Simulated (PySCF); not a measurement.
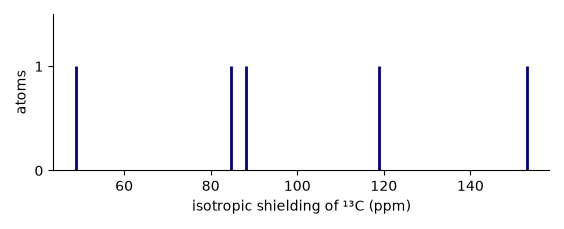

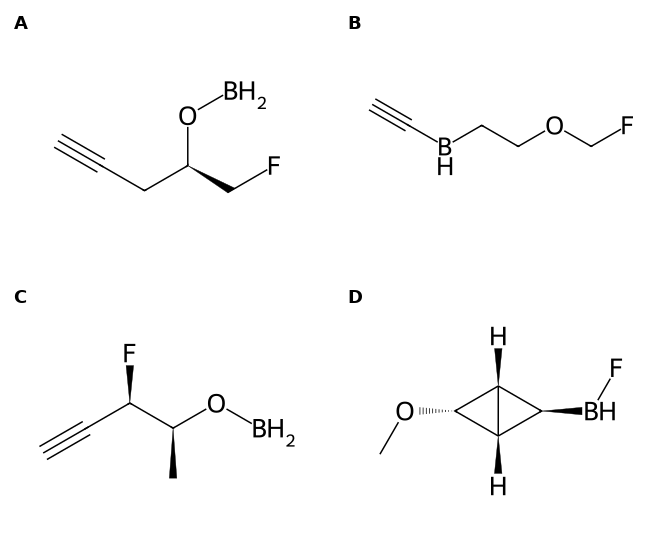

The sticks are computed shieldings of one of the molecules, for one fixed geometry (GFN2-xTB) without averaging over rotations. Low shielding means a high chemical shift. Method: GIAO PBE0/pcSseg-1 NMR shielding, non-relativistic, gas phase (PySCF 2.14.0).

> Match the spectrum to a structure.

B, `C#CBCCOCF`. Its 5 C atoms give lines at 48.8, 84.6, 88.3, 119.0, 153.1 ppm.

The geometry is semi-empirical. Around B such bond lengths and angles can be off by a tenth of an ångström or more and by several degrees, and values that hang on the shape move with them.
